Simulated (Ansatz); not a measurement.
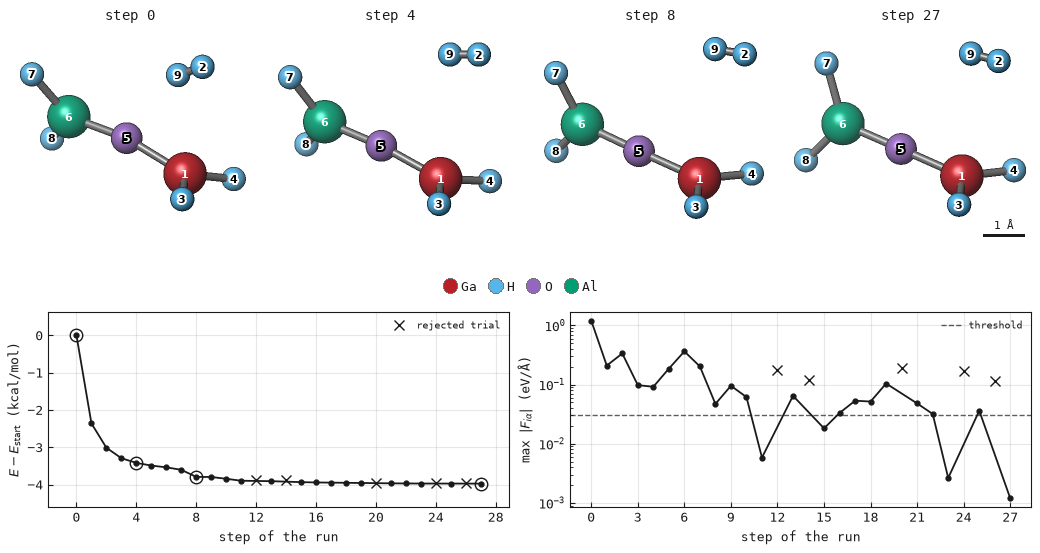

Frames of a relaxation of GaAlH6O, marked on the history of the run. Style: ball-and-stick. Shown at a tilt.

The run prepares an end point of a later path (reaction) calculation, from a guessed geometry.

Level of theory: RHF/def2-SVP (Ansatz). Set-up: no spin polarisation; force threshold 0.03 eV/Å; at most 50 steps.

**Describe the path.**

After 22 accepted moves (27 points after the start) the energy has fallen by 3.97 kcal/mol. Largest force component: 1.2 eV/Å at the start, 0.0012 eV/Å at the end. The line search rejected the trial steps at points 12, 14, 20, 24, 26 of the run. The forces were under the threshold at step 11, but the run went on from there. The largest moves after the best rigid fit, 0.90 Å, are those of H8 and H9. By element the largest moves are H 0.90 Å, O 0.41 Å, Al 0.29 Å, Ga 0.21 Å. Some distances before and after: H2–H9 0.714 → 0.747 Å, Ga1–O5 1.783 → 1.766 Å, Al6–H8 1.585 → 1.578 Å, Al6–H7 1.584 → 1.579 Å. Bond angles that change, for instance: Ga1–O5–Al6 167.7° → 179.6°. From step 0 to 4: H9 moves most (0.67 Å), energy −3.42 kcal/mol. From step 4 to 8: H8 moves most (0.31 Å), energy −0.38 kcal/mol. From step 8 to 27: H atoms move most (0.51 Å), energy −0.18 kcal/mol.

Limits of the set-up: the start holds two separate molecules, 2.2 Å apart at their closest, whose relative position is a soft coordinate and is computed without a dispersion correction; Hartree-Fock leaves out electron correlation.
